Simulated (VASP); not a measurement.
Band structure of RuS2 (pyrite). Method: PBEsol GGA, VASP's PBE PAW potentials (set 64) (plane waves; VASP 6.6.1).

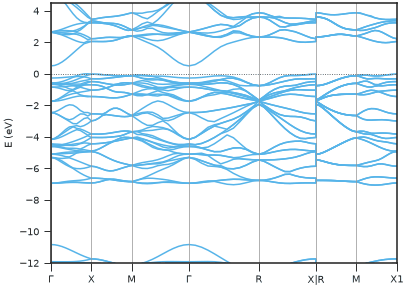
Bands along high-symmetry lines, zero at the valence-band maximum or, without a gap, the Fermi level

### Question
Read the plot: is there a gap, and where are the band edges?

### Answer
The gap is indirect, 0.50 eV, from the valence maximum at Γ-X at 0.91 to the conduction minimum at Γ. (Edges off the drawn lines would not show.)

The compound is RuS2 in the pyrite structure. It was relaxed first.
